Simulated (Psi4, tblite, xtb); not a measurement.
# How methods differ on C2H5AlO (SMILES [CH3][Al]1[CH2][O]1)

C2H5AlO has 9 atoms, charge 0, and is taken as a singlet. SMILES: `[CH3][Al]1[CH2][O]1`. Geometry: relaxed at PBE0-D4/def2-TZVP.

Quantity: the electronic atomisation energy, in eV. The values are calculated. Electronic energies at fixed atoms, without zero-point motion or spin-orbit coupling.

```csv
level,kind,program,value (eV),less CCSD(T)/6-31G*
GFN2-xTB,semi-empirical,tblite,36.70,+6.03
GFN1-xTB,semi-empirical,tblite,43.75,+13.08
GFN0-xTB,semi-empirical,xtb,38.16,+7.49
HF/6-31G* (spherical functions),Hartree–Fock,Psi4,23.99,-6.68
SVWN5/6-31G* (spherical functions),LDA,Psi4,38.96,+8.29
BLYP/6-31G* (spherical functions),GGA,Psi4,33.60,+2.93
PBE/6-31G* (spherical functions),GGA,Psi4,34.55,+3.88
MP2/6-31G* (spherical functions),perturbation theory,Psi4,31.29,+0.62
CCSD(T)/6-31G* (spherical functions),coupled cluster or CI,Psi4,30.67,0.00
CCSD/6-31G* (spherical functions),coupled cluster or CI,Psi4,30.33,-0.34
```

CCSD(T)/6-31G* (spherical functions) is the highest level here, not the true value. The values span 23.99 to 43.75 eV. The xTB rows lack spin polarisation, so open shells miss the exchange term that lowers them.

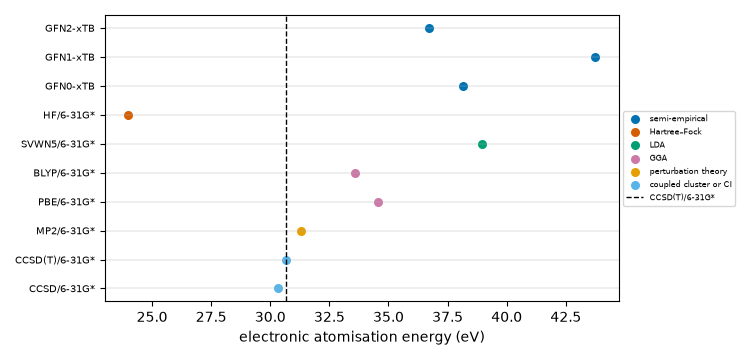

The values of the table, level by level.
